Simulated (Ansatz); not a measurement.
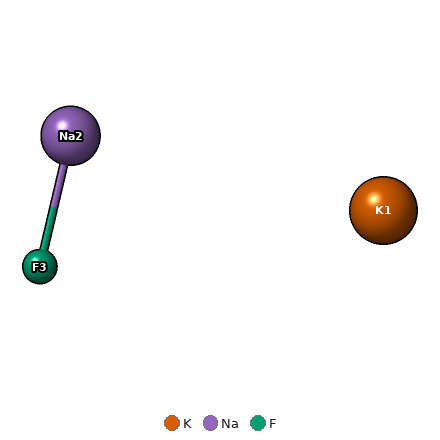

The system is K⁺ + NaF; the picture shows the reference structure. The first coordinate is: distance K1–Na2; the second: distance Na2–F3. Nothing is relaxed (the angle K1–Na2–F3 is fixed at 90 degrees). The grid has 11 × 11 points. At 4 points there is no value. Points are written as (first, second). Energies: kJ/mol, counted from the lowest grid point. The D4 coefficients can switch as the alkali atoms part, which puts small steps into the map. Method: Ansatz, RKS r2SCAN-D4/def2-TZVPD.

Its coordinates:

```xyz
3

K    -4.5520    0.0000    0.0000
Na    0.0000    0.0000    0.0000
F     0.0000    1.8880    0.0000
```

Range: distance K1–Na2 from 2.952 to 4.552 Å; distance Na2–F3 from 1.808 to 3.408 Å.

> What will the energy surface look like?

The lowest grid point is at (4.552 Å, 1.888 Å). It lies in a valley that leaves the map towards separated partners. The highest grid point, (2.952 Å, 3.408 Å), lies 311 kJ/mol above the lowest.

```
distance Na2–F3 ↓, distance K1–Na2 →  2.952  3.032  3.149  3.286  3.438  3.602  3.776  3.958  4.149  4.347  4.552
                               3.408    311    304    294    284    274    266    258    251    245    238    233
                               3.203    279    272    262    253    244    236    229    222    217    210    205
                               3.005    244    237    228    219    211    203    197    191    185    180    174
                               2.814    206      –    192    183    176      –    162      –    152    147    142
                               2.632    167    161    154    146    139    133    127    122    118    113    110
                               2.458    128    123    116    109    102     97     92     87     83     79     76
                               2.294     91     87     80     74     68     63     59     55     51     48     45
                               2.142     61     56     51      –     40     35     31     28     25     21     19
                               2.005     41     36     31     26     22     18     14     11      8      5      3
                               1.888     34     30     26     21     17     13     10      7      5      2      0
                               1.808     40     36     32     27     24     20     17     15     12     10      8
```

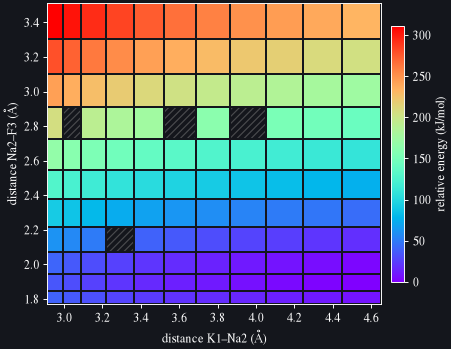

In the figure: one coloured cell a grid point, hatched blanks where no value was computed.

Time for the 117 points that were run: 19 min on 1 thread of Arm Neoverse V1, with other jobs on the host.
